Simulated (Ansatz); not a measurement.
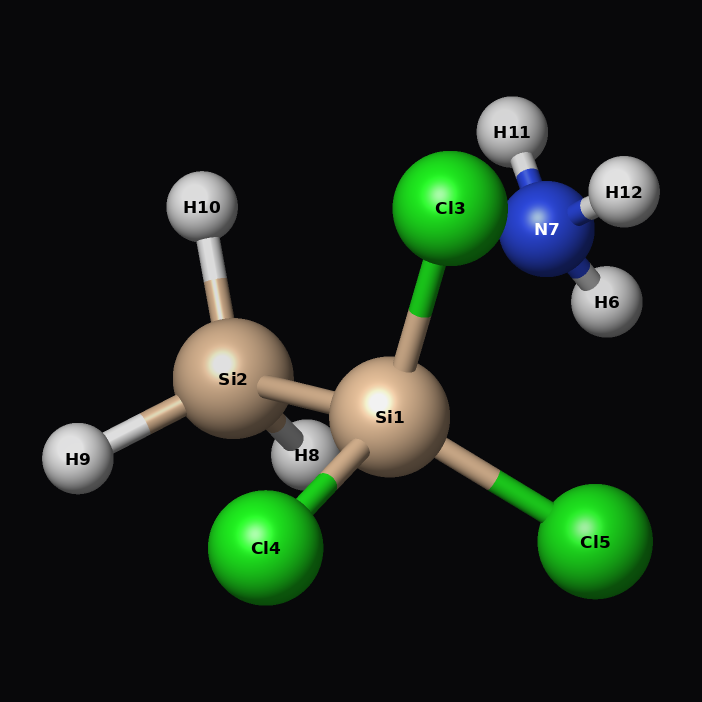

Atoms carry their numbers in the input. The computed geometry is a stationary point of PBE0-D4/def2-TZVP, a saddle point of order 1.

Question: How are the neighbours of atom 1 arranged?

Answer: Si1 has 4 neighbours (Si2 at 2.33, Cl3 at 2.05, Cl4 at 2.05, Cl5 at 2.05 Å); the arrangement is tetrahedral.

Question: Describe the coordination of atom 2.

Answer: Si2 has 4 neighbours (Si1 at 2.33, H8 at 1.48, H9 at 1.49, H10 at 1.48 Å); the arrangement is tetrahedral.

Question: What is the geometry at N7?

Answer: N7 has 3 neighbours (H6 at 1.01, H11 at 1.01, H12 at 1.01 Å); the arrangement is trigonal pyramidal.
